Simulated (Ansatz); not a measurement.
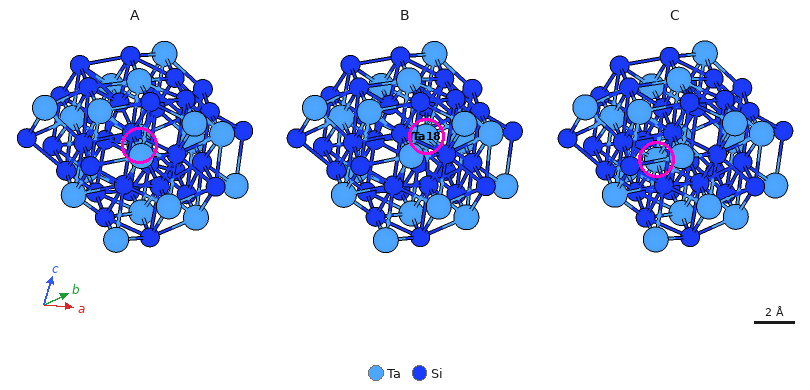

3 geometries from a converged minimum-energy path of TaSi2 with a Ta vacancy (35 atoms in the cell, charge -1), shuffled. The picture is a ball-and-stick view of the atoms within 5.8 Å of the middle of the path, seen from a free direction. The moving atom is ringed, with any periodic copies. Bonds to atoms that aren't drawn are left out.

Method: Ansatz, DFT LDA, scalar-relativistic, plane waves, PAW. Run with plane-wave cutoff 420 eV; k-point mesh 2 × 2 × 1; Gaussian smearing 0.02 eV; 7 movable images; climbing image; force threshold 0.05 eV/Å; iteration limit 37; starting path by image-dependent pair potential.

Which frame is the top of the path?

A. In order along the path, whose images run from 0 to 8: B (image 2, +2.52 eV), A (image 4, +5.64 eV), C (image 7, +0.61 eV). It is a vacancy jump: a nearby atom moves into the empty site and leaves its own site empty. A Ta atom travels furthest, 3.28 Å from end to end, along [−1 −1 −1], on a path that bends up to 0.17 Å away from the straight line. At the highest image its nearest neighbour (Si) is 2.42 Å away, against 2.58 Å at the start, and the surrounding atoms stand up to 0.48 Å off the mean of their end positions.

Limits of the set-up: the periodic images lie only 8.1 Å apart, so the values are limited by the cell's size; the cell is charged, on a uniform background, and energies carry no finite-size correction.

Cost: 19 min on 2 threads of Arm Neoverse V2, with other jobs on the host, peak memory 2.3 GiB.

PAW datasets: the set soft_1.
